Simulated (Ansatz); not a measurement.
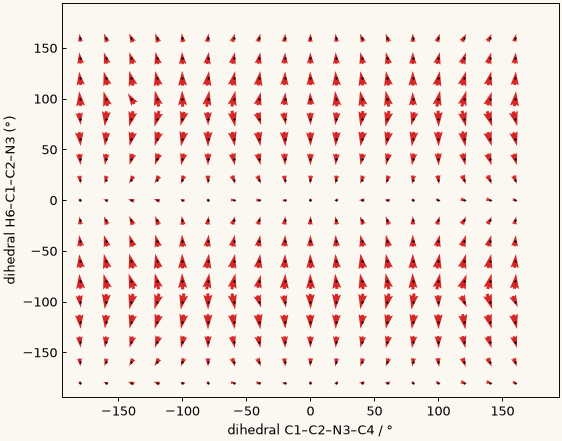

C3H6N2, SMILES C=CNC=N. Coordinates scanned: (1) dihedral C1–C2–N3–C4; (2) dihedral H6–C1–C2–N3. Nothing is relaxed (all other coordinates rigid). Grid: 18 × 18 points; 236 points were computed and 88 follow by symmetry. Points are written as (first, second). The dihedral twists a double bond; near 90° a spin-restricted reference is unreliable. Method: RKS PBE0-D4/def2-SVP (Ansatz 0.2.0).

In the figure: dots at the grid points, arrows along the force (downhill), their lengths compressed.

> The arrows alone are given. Where are the wells?

The arrows converge at (−180°, 0°); (−180°, −180°) (0.6 kJ/mol up); (0°, 0°) (17 kJ/mol up); (0°, −180°) (19 kJ/mol up) (read from the interpolated surface).

The energy map of the same scan:

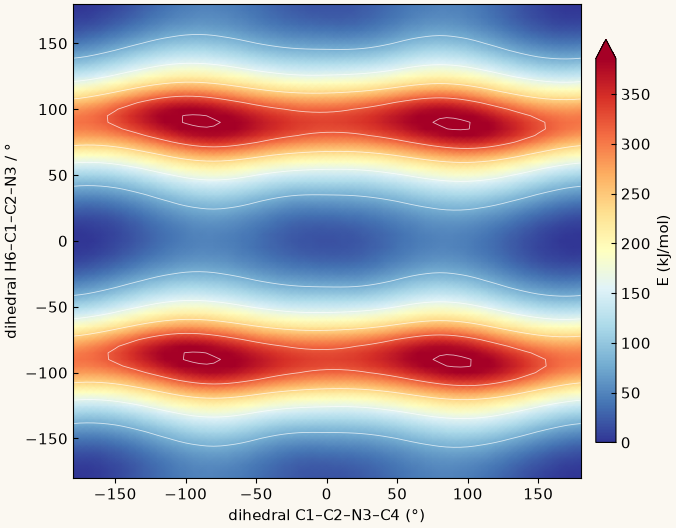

Energies are in kJ/mol, from the lowest grid point; between grid points the surface is interpolated.
